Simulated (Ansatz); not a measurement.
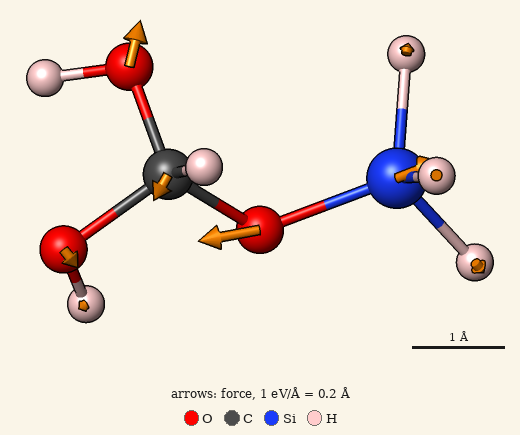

Starting geometry of CH$_{6}$O$_{3}$Si (coarse preliminary run) with the computed forces as orange arrows. A ball-and-stick model, seen face on.

The start comes from a force field.

Theory: Ansatz, RKS PBE-D4/def2-SVP. (force threshold 0.03 eV/Å; at most 200 steps)

What follows when this structure is relaxed?

It isn't relaxed: the largest force vector, on an O atom, is 3.53 eV/Å. The final displacements have little in common with the starting forces (cosine between the two patterns 0.05). Over 11 accepted moves (13 points after the start) the energy falls by 0.505 eV. The largest force component goes from 2.6 to 0.0073 eV/Å. The line search rejected the trial steps at points 7, 12 of the run. The largest move after the best rigid fit is that of an H atom, 0.84 Å. By element the largest moves are H 0.84 Å, O 0.56 Å, C 0.26 Å, Si 0.13 Å. Near-neighbour distances that change, for instance: O–Si 1.605 → 1.700 Å, C–O 1.335 → 1.391 Å, H–Si 1.450 → 1.499 Å, H–Si 1.543 → 1.503 Å. Bond angles that change, for instance: C–O–H 99.2° → 105.6°, O–C–H 111.8° → 105.9°, O–C–O 104.5° → 109.5°. Groups turn about C–O by about 40°, C–O by about 35°, C–O by about 30°.
